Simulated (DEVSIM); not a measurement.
System: Schottky contact on n-type Si, at 250 K.

```csv
layer (left to right),material,thickness (μm),Nd (cm⁻³),τn (s),τp (s)
1,Si,3.30,7.8e16,0.00018,5.4e-5
```

Left contact: Schottky, work function 4.56 eV, emission velocity 7.7e6 cm/s. Right contact: ohmic. Voltage is applied to the left contact. Recombination: SRH at mid-gap, radiative, Auger. Mobility is μmin + (μ − μmin)/(1 + (N/Nref)^α).

The device is made up for the run: typed textbook-type constants, with dimensions and the other settings drawn at random. Values at 300 K; Nc and Nv go as T^1.5, mobilities as T to minus their exponent, the gap by Varshni's rule with the affinity fixed.

```
parameter               Si
----------------  --------
gap (eV)             1.124
affinity (eV)         4.05
permittivity          11.7
Nc (cm⁻³)          2.86e19
Nv (cm⁻³)           3.1e19
μn (cm²/Vs)           1417
μp (cm²/Vs)            470
μn,min                  52
μp,min                  45
Nref,n              9.7e16
Nref,p              2.2e17
αn                    0.68
αp                    0.72
T exponent of μn       2.3
T exponent of μp       2.2
B (cm³/s)          4.7e-15
Cn (cm⁶/s)         2.8e-31
Cp (cm⁶/s)         9.9e-32
Varshni α (eV/K)  0.000473
Varshni β (K)          636
```

Simulated with DEVSIM: 1D drift-diffusion, Boltzmann statistics, complete ionisation; no tunnelling, impact ionisation, image-force lowering or self-heating. Metal contacts follow the ideal Schottky-Mott rule: no Fermi-level pinning, no interface dipoles.

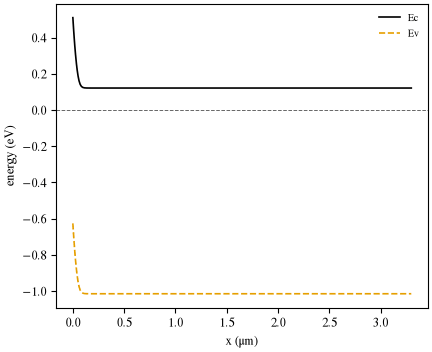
Figure. Band edges at zero bias

Energies count from the Fermi level of the right contact; mesh points crowd at the junctions.

```json
[
 {"x (μm)": "0.000", "Ec (eV)": "0.510", "Ev (eV)": "-0.626", "n (cm⁻³)": "1.1e9", "p (cm⁻³)": "5600000", "field (V/cm)": "-94000"},
 {"x (μm)": "0.01063", "Ec (eV)": "0.417", "Ev (eV)": "-0.719", "n (cm⁻³)": "8.6e10", "p (cm⁻³)": "74000", "field (V/cm)": "-81000"},
 {"x (μm)": "0.02589", "Ec (eV)": "0.307", "Ev (eV)": "-0.829", "n (cm⁻³)": "1.4e13", "p (cm⁻³)": "450", "field (V/cm)": "-63000"},
 {"x (μm)": "0.05077", "Ec (eV)": "0.187", "Ev (eV)": "-0.949", "n (cm⁻³)": "3.6e15", "p (cm⁻³)": "< 1e2", "field (V/cm)": "-33000"},
 {"x (μm)": "0.09738", "Ec (eV)": "0.125", "Ev (eV)": "-1.012", "n (cm⁻³)": "6.7e16", "p (cm⁻³)": "< 1e2", "field (V/cm)": "-2400"},
 {"x (μm)": "0.1505", "Ec (eV)": "0.121", "Ev (eV)": "-1.015", "n (cm⁻³)": "7.8e16", "p (cm⁻³)": "< 1e2", "field (V/cm)": "-50"},
 {"x (μm)": "0.2267", "Ec (eV)": "0.121", "Ev (eV)": "-1.015", "n (cm⁻³)": "7.8e16", "p (cm⁻³)": "< 1e2", "field (V/cm)": "≈ 0"},
 {"x (μm)": "0.3992", "Ec (eV)": "0.121", "Ev (eV)": "-1.015", "n (cm⁻³)": "7.8e16", "p (cm⁻³)": "< 1e2", "field (V/cm)": "≈ 0"},
 {"x (μm)": "0.5839", "Ec (eV)": "0.121", "Ev (eV)": "-1.015", "n (cm⁻³)": "7.8e16", "p (cm⁻³)": "< 1e2", "field (V/cm)": "≈ 0"},
 {"x (μm)": "0.8491", "Ec (eV)": "0.121", "Ev (eV)": "-1.015", "n (cm⁻³)": "7.8e16", "p (cm⁻³)": "< 1e2", "field (V/cm)": "≈ 0"},
 {"x (μm)": "1.230", "Ec (eV)": "0.121", "Ev (eV)": "-1.015", "n (cm⁻³)": "7.8e16", "p (cm⁻³)": "< 1e2", "field (V/cm)": "≈ 0"},
 {"x (μm)": "1.955", "Ec (eV)": "0.121", "Ev (eV)": "-1.015", "n (cm⁻³)": "7.8e16", "p (cm⁻³)": "< 1e2", "field (V/cm)": "≈ 0"},
 {"x (μm)": "2.371", "Ec (eV)": "0.121", "Ev (eV)": "-1.015", "n (cm⁻³)": "7.8e16", "p (cm⁻³)": "< 1e2", "field (V/cm)": "≈ 0"},
 {"x (μm)": "2.660", "Ec (eV)": "0.121", "Ev (eV)": "-1.015", "n (cm⁻³)": "7.8e16", "p (cm⁻³)": "< 1e2", "field (V/cm)": "≈ 0"},
 {"x (μm)": "2.915", "Ec (eV)": "0.121", "Ev (eV)": "-1.015", "n (cm⁻³)": "7.8e16", "p (cm⁻³)": "< 1e2", "field (V/cm)": "≈ 0"},
 {"x (μm)": "3.050", "Ec (eV)": "0.121", "Ev (eV)": "-1.015", "n (cm⁻³)": "7.8e16", "p (cm⁻³)": "< 1e2", "field (V/cm)": "≈ 0"},
 {"x (μm)": "3.134", "Ec (eV)": "0.121", "Ev (eV)": "-1.015", "n (cm⁻³)": "7.8e16", "p (cm⁻³)": "< 1e2", "field (V/cm)": "≈ 0"},
 {"x (μm)": "3.192", "Ec (eV)": "0.121", "Ev (eV)": "-1.015", "n (cm⁻³)": "7.8e16", "p (cm⁻³)": "< 1e2", "field (V/cm)": "≈ 0"},
 {"x (μm)": "3.242", "Ec (eV)": "0.121", "Ev (eV)": "-1.015", "n (cm⁻³)": "7.8e16", "p (cm⁻³)": "< 1e2", "field (V/cm)": "≈ 0"},
 {"x (μm)": "3.267", "Ec (eV)": "0.121", "Ev (eV)": "-1.015", "n (cm⁻³)": "7.8e16", "p (cm⁻³)": "< 1e2", "field (V/cm)": "≈ 0"},
 {"x (μm)": "3.286", "Ec (eV)": "0.121", "Ev (eV)": "-1.015", "n (cm⁻³)": "7.8e16", "p (cm⁻³)": "< 1e2", "field (V/cm)": "≈ 0"},
 {"x (μm)": "3.300", "Ec (eV)": "0.121", "Ev (eV)": "-1.015", "n (cm⁻³)": "7.8e16", "p (cm⁻³)": "< 1e2", "field (V/cm)": "≈ 0"}
]
```
